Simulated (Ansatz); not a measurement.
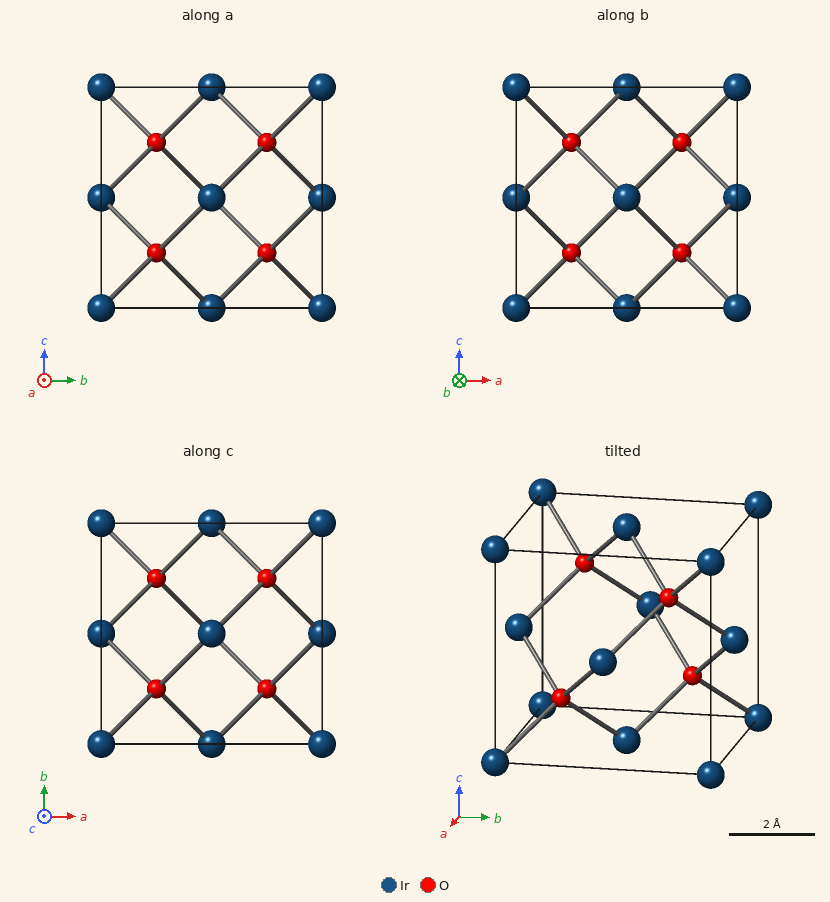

Crystal structure, ball-and-stick style, seen along the a axis, along the b axis, along the c axis and slightly off an axis. Atoms at the boundary of the conventional unit cell (the box) are drawn once for each face, edge or corner they touch.

Lattice parameters: a = 5.2054 Å, b = 5.2054 Å, c = 5.2054 Å, α = 90.000°, β = 90.000°, γ = 90.000°.

### From the views, write a CIF with its space group and independent sites.

```cif
data_structure
_symmetry_space_group_name_H-M 'F -4 3 m'
_symmetry_Int_Tables_number 216
_cell_length_a 5.2054
_cell_length_b 5.2054
_cell_length_c 5.2054
_cell_angle_alpha 90.000
_cell_angle_beta 90.000
_cell_angle_gamma 90.000
_cell_volume 141.05
loop_
_atom_site_label
_atom_site_type_symbol
_atom_site_symmetry_multiplicity
_atom_site_Wyckoff_symbol
_atom_site_fract_x
_atom_site_fract_y
_atom_site_fract_z
_atom_site_occupancy
Ir1 Ir 4 a 0.0000 0.0000 0.0000 1
O1 O 4 d 0.2500 0.2500 0.7500 1
```

Its origin is a structure type filled with these elements by a generator (whether the compound takes this form wasn't checked). Earlier steps of the study, as a rule a relaxation of our own, may have changed the cell and positions, so they can lie some per cent off the listed ones. A calculation with Ansatz used it as input.

At this level of theory the run's own cell isn't at rest (stretched, at -25 GPa), so its distances can differ from those at equilibrium, the more so the softer the solid.
